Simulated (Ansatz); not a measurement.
# Run report: SiH5SBrO, single-point calculation

System: SiH5SBrO.
Method: RKS PBE0-D4/def2-TZVPP (Ansatz 0.2.0).

The geometry is the reactant side of a reaction. The reaction was set up to form Si1–S7 and Br2–H6 and to break Si1–Br2 and H6–S7 (atoms counted from 1 in the order of the input); sticks are drawn by distance alone. The geometry comes from this level: PBE0-D4/def2-TZVP.

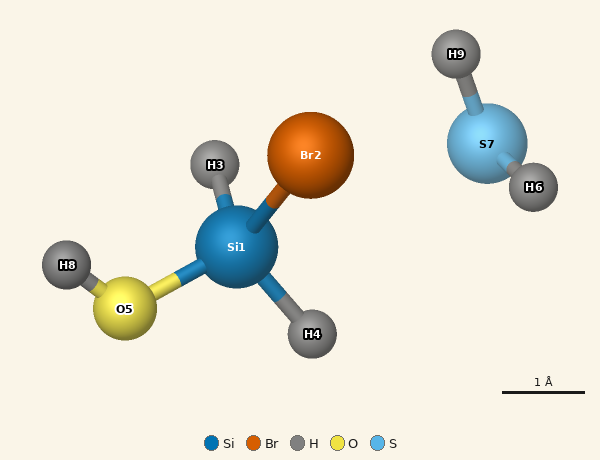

*The structure (ball-and-stick view, seen at a tilt; atoms are numbered from 1 in the order of the input).*

Bond lengths as drawn: Br–Si 2.23 Å, H–O 0.96 Å, H–S 1.34 Å, H–Si 1.47 to 1.48 Å and O–Si 1.64 Å.

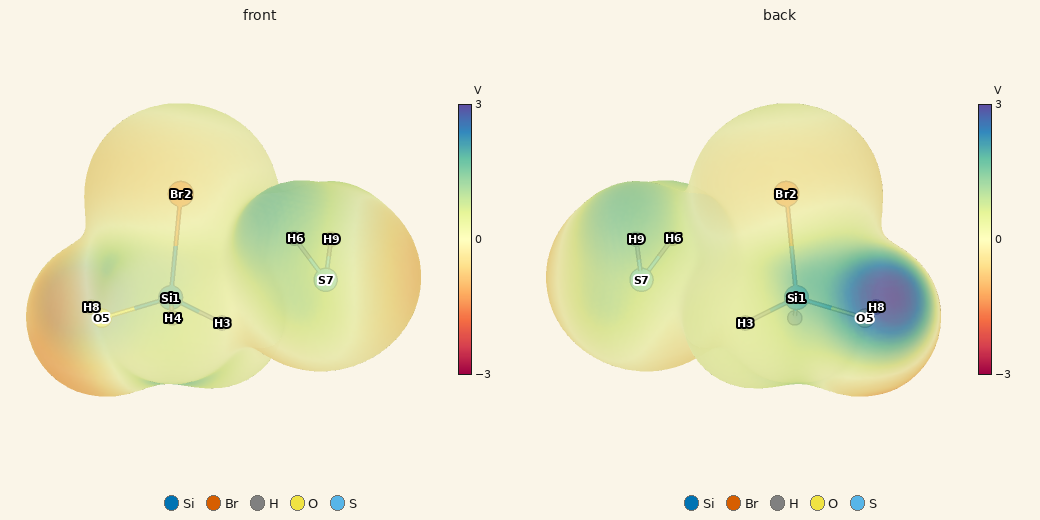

*The molecular electrostatic potential painted on the density surface at 0.002 e/bohr³, seen at a tilt and from behind; red is negative and blue positive.*

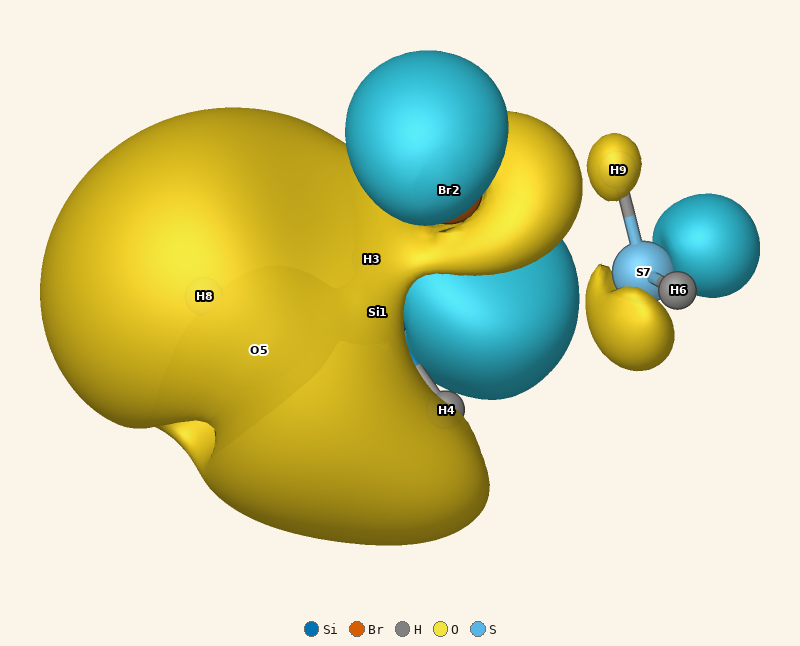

*The LUMO at ±0.05 Å⁻³ᐟ² (yellow and cyan are the two phases), seen at a tilt.*

Its weight (Hirshfeld) is mainly on Si1 (40 %), H8 (20 %), Br2 (10 %) and O5 (10 %). Its energy is 0.23 eV.

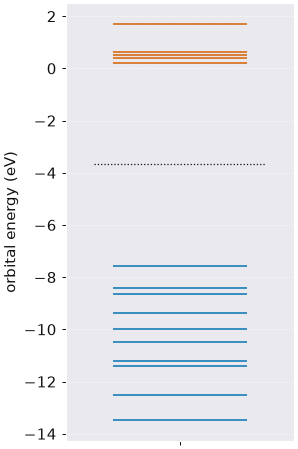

*Orbital energies near the frontier; the dotted line parts filled from empty levels, and levels within 0.02 eV of each other stand side by side.*

Highest filled −7.58 eV, lowest empty 0.23 eV, 7.81 eV apart.

The input that produced these results follows, with the program's output.

**Input file**
```yaml
crystal:
  periodic: [false, false, false]
  atoms:
    - {symbol: Si, position_ang: [-0.567803, 0.563859, -0.569439]}
    - {symbol: Br, position_ang: [1.632711, 0.570210, -0.956928]}
    - {symbol: H, position_ang: [-1.004421, -0.838722, -0.737691]}
    - {symbol: H, position_ang: [-0.817477, 1.114331, 0.772540]}
    - {symbol: O, position_ang: [-1.322879, 1.569299, -1.614990]}
    - {symbol: H, position_ang: [1.418605, -0.623472, 2.368581]}
    - {symbol: S, position_ang: [0.576198, -1.644746, 2.152206]}
    - {symbol: H, position_ang: [-1.239310, 1.398243, -2.554442]}
    - {symbol: H, position_ang: [1.324476, -2.109203, 1.140263]}
basis:
  gaussian: {orbitals: def2-TZVPP}
hamiltonian: {xc: pbe0, dispersion: d4}
output: {orbitals: {seedname: orbitals}}
```

Launched with:
```bash
ansatz run in.yaml --threads 8 --pin off --events-out ev --progress --plain --max-ram 19148MiB
```

**Log**
```
Functional definition: PBE0
  name "PBE0"
  cite "Adamo & Barone, J. Chem. Phys. 110, 6158 (1999) doi:10.1063/1.478522"
  cite "Perdew, Burke & Ernzerhof, Phys. Rev. Lett. 77, 3865 (1996) doi:10.1103/PhysRevLett.77.3865"
  parent pbe
  parameter a = 0.25
  parameter kappa = 0.804
  parameter beta = 0.06672455060314922
  exchange = (1 - a)*pbe_x(kappa = kappa, mu = beta*pi^2/3) + a*exact_x
  correlation = pbe_c(beta = beta)
1465 factors; their error is unknown
mean field evaluation 1: about -90869.5945 eV, gradient 5.2e1 eV
mean field evaluation 2: about -90860.9204 eV, gradient 8.6e1 eV
mean field evaluation 4: about -90874.0344 eV, gradient 2.5e0 eV
mean field evaluation 8: about -90874.0432 eV, gradient 4.5e-2 eV
mean field evaluation 16: about -90874.5062 eV, gradient 6.7e-5 eV
mean field -90874.50622828 eV, -3339.5765069367 hartree, gradient 6.7e-5 eV, S^2 0.000000; 0 other end points of the search recorded, 0 dependent functions left out
reference -90874.50625933 eV, -3339.5765080776 hartree; 39, 39 occupied and 194, 194 virtual orbitals, 1465 factors
Total energy: -90874.68265126 eV, -3339.5829903614 hartree
```

**Key numbers**

```csv
quantity,value
outcome,converged
total energy,−90874.6827 eV
mean-field energy,−90874.5063 eV
dispersion energy,−0.1764 eV
SCF solution under orbital rotations,stable
HOMO,−7.58 eV
LUMO,0.23 eV
hardware,"8 threads of AMD EPYC, 31 GiB of memory available, shared host"
wall time,0.7 s (CPU time 4.6 s)
peak memory,0.76 GiB
```
